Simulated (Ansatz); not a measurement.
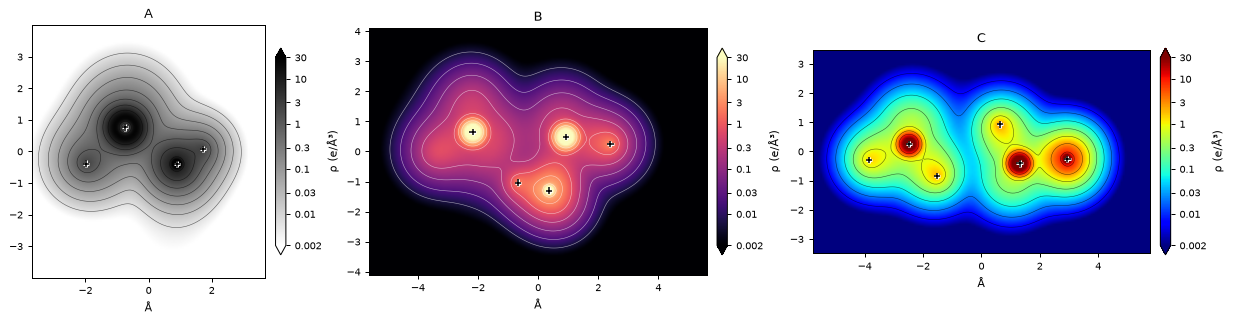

The electron density of 3 systems, each on a plane through atoms (crosses mark nuclei in the plane).

The calculation used RKS PBE0-D4/def2-TZVPP (Ansatz 0.2.0).

System 1: H₄OSn···HBr, the plane of atoms H3, Sn1 and O7. The product side of a reaction path; geometry: PBE0-D4/def2-TZVP; a saddle point, not a minimum; core potentials replace the inner electrons of Sn.

```tsv
atom	x (Å)	y (Å)	z (Å)
Sn	-1.0336	-0.5058	-0.3093
Br	3.0881	0.0509	0.0345
H	-0.4711	-0.8152	-1.8749
H	-0.8093	-1.7855	0.7890
H	-2.6119	0.1317	-0.2476
H	1.7131	0.5931	0.1781
O	0.1629	0.9855	0.2811
H	-0.0383	1.3452	1.1490
```

System 2: H₇N₂Si···H₃Si, the plane of atoms N2, Si1 and H4. A transition-state structure; geometry: PBE0-D4/def2-TZVP.

```yaml
atoms:
  - { symbol: Si, position_ang: [-0.3769, -0.5903, 1.0120] }
  - { symbol: N, position_ang: [1.3085, 0.2197, 1.1064] }
  - { symbol: H, position_ang: [-0.1797, -1.9123, 0.3883] }
  - { symbol: H, position_ang: [-0.5674, -0.8430, 2.4758] }
  - { symbol: N, position_ang: [-1.6074, 0.5152, 0.6664] }
  - { symbol: H, position_ang: [1.3867, 0.3132, 0.0280] }
  - { symbol: Si, position_ang: [0.3434, 0.0173, -1.9540] }
  - { symbol: H, position_ang: [2.0467, -0.3388, 1.5300] }
  - { symbol: H, position_ang: [1.2758, 1.1372, 1.5437] }
  - { symbol: H, position_ang: [-2.3661, 0.6471, 1.3159] }
  - { symbol: H, position_ang: [-1.8123, 0.7916, -0.2805] }
  - { symbol: H, position_ang: [-1.0967, 0.3062, -2.3257] }
  - { symbol: H, position_ang: [0.5871, -1.2814, -2.6784] }
  - { symbol: H, position_ang: [1.0581, 1.0181, -2.8280] }
```

System 3: H₄OSi···H₄SSi, the plane of atoms O5, Si1 and H6. The product side of a reaction path; geometry: PBE0-D4/def2-TZVP; a saddle point, not a minimum.

```yaml
atoms:
  - { symbol: Si, position_ang: [-1.2956, 0.0359, -1.0853] }
  - { symbol: Si, position_ang: [1.5310, -0.8210, 1.3868] }
  - { symbol: H, position_ang: [-1.3674, -1.4306, -1.2655] }
  - { symbol: H, position_ang: [-1.8099, 0.4298, 0.2537] }
  - { symbol: O, position_ang: [-2.1960, 0.6864, -2.3008] }
  - { symbol: H, position_ang: [0.1275, 0.4791, -1.1709] }
  - { symbol: S, position_ang: [1.5627, 1.2475, 1.9130] }
  - { symbol: H, position_ang: [2.4608, -1.1216, 0.2703] }
  - { symbol: H, position_ang: [1.9543, -1.5371, 2.6139] }
  - { symbol: H, position_ang: [0.1651, -1.2692, 1.0042] }
  - { symbol: H, position_ang: [-2.3301, 1.6344, -2.3086] }
  - { symbol: H, position_ang: [1.1976, 1.6664, 0.6893] }
```

Question: Which map belongs to which system?

Answer: Panel A is system 1, H₄OSn···HBr: the plane holds Sn, H and O. Sn–O (2.00 Å): ρ is about 0.76 e/Å³ halfway. Panel B is system 2, H₇N₂Si···H₃Si: the plane holds Si, N and H. Si7···H6 (2.26 Å): the density falls to about 0.26 e/Å³ on the way. Panel C is system 3, H₄OSi···H₄SSi: the plane holds Si, O and H. Si1···H10 (2.86 Å): the density falls to about 0.05 e/Å³ on the way.
